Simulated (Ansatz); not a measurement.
# BiOBr (P4/nmm): a many-body input that goes wrong, and its mend

A first try at the G0W0 gap of BiOBr (P4/nmm), what the program said, and an input that works.

Calculated with Ansatz 0.2.0; G0W0 on LDA, plane waves, PAW.

The database entry behind the starting cell differs from later determinations by our own check (0.1 to 0.3 % short, probably kX units), so it need not match the best structure at ambient conditions.

## Step 1: The structure

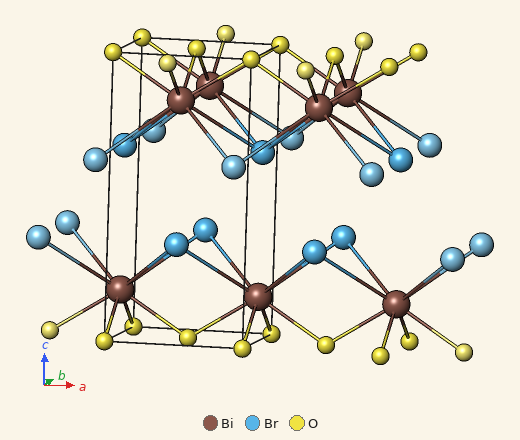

The starting structure, seen slightly off an axis (bismuth brown, bromine blue, oxygen yellow). 2×1×1 cells are drawn. Some periodic images of atoms are drawn too.

The cell and positions come from the Crystallography Open Database and are kept as given unless a step says otherwise. Spin-orbit coupling is left out unless a step names it. The default PAW set here is soft_2. Its files were made with PBE.

## Step 2: First try

File input.yaml:

```yaml
crystal:
  lattice:
    - [3.916, 0.0, 0.0]
    - [0.0, 3.916, 0.0]
    - [0.0, 0.0, 8.077]
  atoms:
    - { symbol: Bi, position: [0.0, 0.5, 0.154] }
    - { symbol: Bi, position: [0.5, 0.0, 0.846] }
    - { symbol: Br, position: [0.0, 0.5, 0.653] }
    - { symbol: Br, position: [0.5, 0.0, 0.347] }
    - { symbol: O, position: [0.0, 0.0, 0.0] }
    - { symbol: O, position: [0.5, 0.5, 0.0] }
kpoints:
  mp_grid: { grid: [4, 4, 2] }
hamiltonian:
  xc: lda
scf:
  occupations: { method: fixed }
gw:
  n_empty_bands: 201
  ecut_chi: 10
  qp_bands: [v2, c2]
  qp_kpoints: band_edges
  screening: { model: contour_deformation }
```

On the command line:

```
> ansatz run input.yaml --threads 4 --pin off --max-ram 18432MiB --backend cpu --events-out ev --progress --plain --runs-dir out
```

Numbers of over 12 decimals in the logs are rounded to 6 here.

Log:

```text
Engine: ansatz 0.2.0, aarch64-unknown-linux-gnu
Pseudopotentials: kind: paw
Pseudopotential: Bi, paw, valence charge 15, recommended cutoff 420 eV (normal), Bi.paw.azcp
Pseudopotential: Br, paw, valence charge 7, recommended cutoff 420 eV (normal), Br.paw.azcp
Pseudopotential: O, paw, valence charge 6, recommended cutoff 420 eV (normal), O.paw.azcp
Functional definition: SPW92
  exchange = slater_x
  correlation = pw_c
Crystal: 6 atoms, lattice volume = 123.861 Å³
Basis set: ecut = 420 eV, 2419 PW (Γ)
Bands: 34, of which v1, the nominal top of the filled ones, is band 28 counted from 1 (27 counted from 0)
Symmetry: 16 space group operations
Space group: P4/nmm (ITA 129), of the structure as read, at distance tolerance 5.0e-5 Å
k-points: 12 of 32
Non-local potential: Bi, projectors of the file, l = 0: 2, l = 1: 2, l = 2: 2, l = 3: 2
Non-local potential: Br, projectors of the file, l = 0: 2, l = 1: 2, l = 2: 2
Non-local potential: O, projectors of the file, l = 0: 2, l = 1: 2, l = 2: 1
PAW form: soft (Blöchl's): semilocal exchange-correlation on the pseudo side does not see the compensation charge
PAW frozen core: Bi, regenerated for the run's functional, and the local potential with it (the file was generated under x = pbe(κ = 0.804, μ = 0.219515), c = pbe(β = 0.066725))
PAW frozen core: Br, regenerated for the run's functional, and the local potential with it (the file was generated under x = pbe(κ = 0.804, μ = 0.219515), c = pbe(β = 0.066725))
PAW frozen core: O, regenerated for the run's functional, and the local potential with it (the file was generated under x = pbe(κ = 0.804, μ = 0.219515), c = pbe(β = 0.066725))
PAW one-centre angular grid: Bi, 590 points (default); XC on 64 Gauss nodes
PAW one-centre angular grid: Br, 110 points (default); XC on 64 Gauss nodes
PAW one-centre angular grid: O, 110 points (default); XC on 64 Gauss nodes
Initial density: superposition of atomic densities (neutral atoms: chi_scale 0, normalization atom), corrected by the library's trained network
Initial wavefunctions: pseudopotential atomic-orbital guess
Functional: x = slater, c = lda
SCF iter   1: F=—  HF=-30671.921999 eV  |F-HF|=—  |Δ(HF+E_count)|=         —  Δρ=1.12e-2  dr2=1.43e-1  ethr=1.77e-3  ⟨swp⟩=5.1  Hψ=1557  notcnv=0  defer=45
preconditioner: auto → Resta (q_TF=auto, 2.390 Å⁻¹)  ε∞=3.4  [insulator: Δε(μ)=2.061 eV  Ē_g=16.278 eV  n_scr=30 (ndim 8)  ℏωp=25.0 eV  f_vac=0.002  ε∞_Penn≈3.4]
SCF iter   2: F=—  HF=-30671.897497 eV  |F-HF|=—  |Δ(HF+E_count)|=   2.45e-2  Δρ=5.98e-3  dr2=5.05e-2  ethr=2.55e-4  ⟨swp⟩=2.0  Hψ=745  notcnv=0  defer=47
SCF iter   3: F=—  HF=-30671.889279 eV  |F-HF|=—  |Δ(HF+E_count)|=   8.22e-3  Δρ=2.06e-3  dr2=4.06e-3  ethr=9.01e-5  ⟨swp⟩=2.2  Hψ=557  notcnv=0  defer=48
SCF iter   4: F=—  HF=-30671.888269 eV  |F-HF|=—  |Δ(HF+E_count)|=   1.01e-3  Δρ=5.51e-4  dr2=2.81e-4  ethr=7.26e-6  ⟨swp⟩=2.4  Hψ=565  notcnv=0  defer=48
SCF iter   5: F=—  HF=-30671.888215 eV  |F-HF|=—  |Δ(HF+E_count)|=   5.41e-5  Δρ=1.02e-4  dr2=1.27e-5  ethr=5.02e-7  ⟨swp⟩=2.5  Hψ=546  notcnv=0  defer=34
SCF iter   6: F=—  HF=-30671.888215 eV  |F-HF|=—  |Δ(HF+E_count)|=   7.65e-8  Δρ=2.17e-5  dr2=5.89e-7  ethr=2.26e-8  ⟨swp⟩=2.1  Hψ=552  notcnv=0  defer=25
SCF iter   7: F=-30671.888215 eV  HF=-30671.888215 eV  |F-HF|=5.96e-9  |Δ(HF+E_count)|=   1.31e-7  Δρ=3.17e-6  dr2=1.53e-8  ethr=1.79e-10  ⟨swp⟩=10.0  Hψ=1749  notcnv=0
SCF 1 converged in 7 iterations: F = -30671.888215 eV  dr2 = 1.53e-8
[...]
NSCF: frozen V_eff on 12 k-points
G₀W₀ screening: q 1/12
[... further progress lines ...]
SCF converged after 7 iterations
Free energy (F): -30671.888215 eV
Harris-Foulkes:  -30671.888215 eV  (|F-HF|=5.96e-9)
Internal energy: -30671.888215 eV  (E = F + TS)
E sigma→0 (E₀):  -30671.888215 eV
Fermi energy:    7.174507 eV
--- Per-component energies (eV) ---
  E_band       = -239.493386
  E_kinetic    = 1219.291393
  E_local      = -5452.938467  (includes V_loc(G=0)·N_el)
  E_nonlocal   = 1379.505122
  E_hartree    = 1989.920580
  E_xc         = -970.778609
  E_vxc        = -688.185468  (∫ρ·V_xc dr)
  E_paw        = -25321.059286  (= ΣΔE_a)
  E_vpaw       = -677.018285  (= ΣTr[D̂ρ^β])
  E_aug_tail   = 0.003956  (compensation charges beyond the density's cutoff)
  E_ewald      = -3516.430001
  E_core_change = 0.597096  (= ΣΔE_core)
  E_smearing   = -0.000000  (= −TS)
  E_closure    = -0.000000  (closes the sum)
  Σ components = -30671.888215   (vs F -30671.888215, Δ=0.00e0)
--- Band table (eV; the first three rows and the last of 12) ---
  k-point 0: bands = [... 24 lower, 6.2362, 6.5048, 6.5048, 6.5707, 9.5218, 10.4335, 12.1099, 12.1099, ... 2 higher]
  k-point 1: bands = [... 24 lower, 6.2999, 6.8204, 6.8204, 7.1240, 9.3333, 9.6153, 11.9342, 11.9342, ... 2 higher]
  k-point 2: bands = [... 24 lower, 6.6604, 6.7123, 6.9511, 7.1346, 11.0739, 11.3341, 11.3982, 11.8780, ... 2 higher]
  k-point 11: bands = [... 24 lower, 6.1493, 6.1493, 6.2252, 6.2252, 11.2205, 11.2205, 12.4909, 12.4909, ... 2 higher]
--- G₀W₀: contour deformation, 6 samples at zero and on the imaginary axis and 1 off it, 32 q-points, 201 empty bands' worth ---
  eigenvalues of the whole cell's RPA ε∞ on this k-mesh (on a slab, of 1 + 4πα/V) = 6.2331, 8.3899, 8.3899; static W/v taken at q = 0 is 0.130176
  bands read: the sum over 229 bands ends inside a degenerate multiplet in 7 slots, whose members it reads at an even weight; the widest, k=1: bands 229 to 230 (counted from 1) at 1/2 each
  gw.qp_kpoints: band_edges: 10 of 12 stored k-points solved, in 1 pass; an edge of the gap read off the rows below is read off those points alone
    valence top: of the k-points left out ik 8 came nearest to being solved in a further pass, in band 28 (counted from 1, as in the quasiparticle table): it holds the edge there only if its correction is more favourable than any solved in that band by at least 0.750 eV; those differ by 0.274 eV
    conduction bottom: of the k-points left out ik 8 came nearest to being solved in a further pass, in band 29 (counted from 1, as in the quasiparticle table): it holds the edge there only if its correction is more favourable than any solved in that band by at least 1.867 eV; those differ by 0.215 eV
    ik  band        ε_KS         Σx   Σc(E_QP)       V_xc       Z   E_QP_lin       E_QP  E_QP is
     0    27      6.5048   -19.6303     3.0211   -16.3601  0.8037     6.2547     6.2557  root
     0    28      6.5707   -18.6337     2.6516   -15.9482  0.8063     6.5367     6.5367  root
     0    29      9.5218   -10.5123    -3.1004   -14.8926  0.8352    10.8208    10.8017  root
     0    30     10.4335   -10.8693    -2.9912   -15.1485  0.8298    11.7442    11.7215  root
     1    27      6.8204   -19.9977     3.0105   -16.7301  0.8072     6.5623     6.5633  root
     1    28      7.1240   -19.7846     2.7442   -16.9514  0.8123     7.0350     7.0351  root
     1    29      9.3333    -9.7949    -3.0016   -13.9245  0.8356    10.4750    10.4613  root
     1    30      9.6153    -9.4705    -3.1461   -13.9999  0.8360    11.0208    10.9986  root
     2    27      6.9511   -20.8105     3.1013   -17.3696  0.8083     6.6097     6.6114  root
     2    28      7.1346   -20.5164     2.7549   -17.6481  0.8146     7.0210     7.0212  root
     2    29     11.0739   -11.4436    -3.2536   -16.0045  0.8260    12.4043    12.3811  root
     2    30     11.3341   -10.6789    -3.3893   -15.4648  0.8240    12.7598    12.7308  root
     3    27      6.8730   -19.9375     3.0111   -16.6756  0.8074     6.6212     6.6222  root
     3    28      7.0329   -21.0061     2.6169   -18.3283  0.8169     6.9719     6.9719  root
[...]
9    30     10.8147   -11.5554    -3.0567   -15.8513  0.8302    12.0729    12.0540  root
    10    27      6.4978   -19.8763     3.1548   -16.4133  0.8016     6.1880     6.1896  root
    10    28      6.4978   -19.8763     3.1548   -16.4133  0.8016     6.1880     6.1896  root
    10    29     10.5245   -10.4290    -3.0784   -14.7464  0.8333    11.7813    11.7634  root
    10    30     10.5245   -10.4290    -3.0784   -14.7464  0.8333    11.7813    11.7634  root
```

Wall time 21 s (4 threads of Arm Neoverse V1, shared host); peak memory 0.79 GiB.

In the SCF lines HF is the Harris–Foulkes energy and dr2 the Hartree energy of the density residual, in eV; the loop may stop once dr2 is under the threshold and the program's other checks hold. Hψ counts applications of the Hamiltonian.

Q: What is the fault?

The run ended normally, though the input holds a fault or crude settings.

The fault: screening cutoff of 10 eV. Nearly all local fields and short-range correlation are left out.

It printed a gap of 3.42 eV, which is an artefact of the settings.

## Step 3: A better input

Now the one-shot GW correction: screening in the RPA, then the self-energy of the levels asked for.

Changes to input.yaml since step 2:

```diff
@@ -19,4 +19,4 @@
 gw:
-  n_empty_bands: 201
-  ecut_chi: 10
+  n_empty_bands: 516
+  ecut_chi: 150
   qp_bands: [v2, c2]
```

Log:

```text
[...]
Crystal: 6 atoms, lattice volume = 123.861 Å³
Basis set: ecut = 420 eV, 2419 PW (Γ)
Bands: 34, of which v1, the nominal top of the filled ones, is band 28 counted from 1 (27 counted from 0)
[... 1 set-up line as in the run before ...]
[...]
k-points: 12 of 32
[...]
SCF iter   1: F=—  HF=-30671.921999 eV  |F-HF|=—  |Δ(HF+E_count)|=         —  Δρ=1.12e-2  dr2=1.43e-1  ethr=1.77e-3  ⟨swp⟩=5.1  Hψ=1557  notcnv=0  defer=45
[...]
SCF iter   7: F=-30671.888215 eV  HF=-30671.888215 eV  |F-HF|=5.96e-9  |Δ(HF+E_count)|=   1.31e-7  Δρ=3.17e-6  dr2=1.53e-8  ethr=1.79e-10  ⟨swp⟩=10.0  Hψ=1749  notcnv=0
SCF 1 converged in 7 iterations: F = -30671.888215 eV  dr2 = 1.53e-8
[...]
NSCF: frozen V_eff on 12 k-points
G₀W₀ screening: q 1/12
[... further progress lines ...]
SCF converged after 7 iterations
Free energy (F): -30671.888215 eV
[...]
0    27      6.5048   -19.6303     2.5885   -16.3601  0.7468     5.8137     5.8231  root
     0    28      6.5707   -18.6337     2.0272   -15.9482  0.7565     5.9038     5.9124  root
     0    29      9.5218   -10.5123    -3.7914   -14.8926  0.8034    10.1146    10.1108  root
     0    30     10.4335   -10.8693    -3.7235   -15.1485  0.7945    10.9929    10.9892  root
     1    27      6.8204   -19.9977     2.5510   -16.7301  0.7495     6.0939     6.1039  root
     1    28      7.1240   -19.7846     2.1232   -16.9514  0.7580     6.4049     6.4141  root
     1    29      9.3333    -9.7949    -3.6210   -13.9245  0.8053     9.8446     9.8420  root
     1    30      9.6153    -9.4705    -3.9006   -13.9999  0.8091    10.2484    10.2442  root
[...]
10    27      6.4978   -19.8763     2.7282   -16.4133  0.7436     5.7512     5.7630  root
    10    28      6.4978   -19.8763     2.7282   -16.4133  0.7436     5.7512     5.7630  root
    10    29     10.5245   -10.4290    -3.7544   -14.7464  0.7998    11.0909    11.0875  root
    10    30     10.5245   -10.4290    -3.7544   -14.7464  0.7998    11.0909    11.0875  root
[key lines of the parts left out:]
Fermi energy:    7.174507 eV
```

Run time: 4.7 min. Hardware: 4 threads; peak memory 2.2 GiB; 18 min of CPU time.

Numbers from this step:

| Quantity | Value |
| --- | --- |
| bands summed | 544 |
| RPA ε∞ on this mesh (eigenvalues) | 5.577, 7.545, 7.545 |
| plane waves in the screening matrix | 509 |
| q-points in the mesh | 32 |
| G0W0 gap on the mesh | 3.197 eV |
| k of the valence top | 0, -0.5, -0.5 |
| k of the conduction bottom | 0, 0, -0.5 |
| starting gap on the mesh | 2.159 eV |
| Z at the valence top | 0.7541 |
| Z at the conduction bottom | 0.8053 |
| least direct G0W0 gap on the computed points | 3.428 eV |

The gap on the mesh goes from 2.16 eV to 3.20 eV, a correction of +1.04 eV. Between the two edge states, bare exchange in place of the xc potential would open the gap by 7.02 eV, and correlation takes back 5.98 eV.

## Step 4: Outcome

| Item | Value |
| --- | --- |
| first try | converged after 21 s |
| better run | G0W0 gap on the mesh 3.20 eV (4×4×2 mesh, 516 empty bands, screening to 150 eV) |

In words: The second run differs in: empty bands and screening cutoff (eV). Bands and cutoff are finite, so the gap is not at the basis limit. The miss can reach some tenths of an eV and take either sign; the mesh is an error of its own. The 4×4×2 mesh is coarse for this cell (its supercell is 16 Å along the shortest edge). The RPA ε∞ on it, from the LDA start, is 5.58 and 7.55; such meshes misread the long-range screening, most where the gap is narrow. Where an edge is built on 6p states of lead, bismuth or thallium, scalar-relativistic gaps usually stand too wide, by a few tenths to over one eV. The many-body steps are scalar-relativistic: spin-orbit coupling is not in them.

[Paths, hosts, dates, memory and timing lines, banners, echoed tables and standing remarks are left out of the program output.]

[Logs are printed without paths, hosts, clocks, repeated set-up lines and the standing remarks that a program may print on its own settings, such as how far it seeks lower states.]

[Runs of the session that timed out or met a known fault of the program may be left out.]

[Cells called generated may have been cut or substituted from an entry of the Crystallography Open Database or the Materials Project.]

[Hosts, paths, dates, database ids (printed as entryN), source tags and the programs' standing remarks are cut or masked in the printed files.]
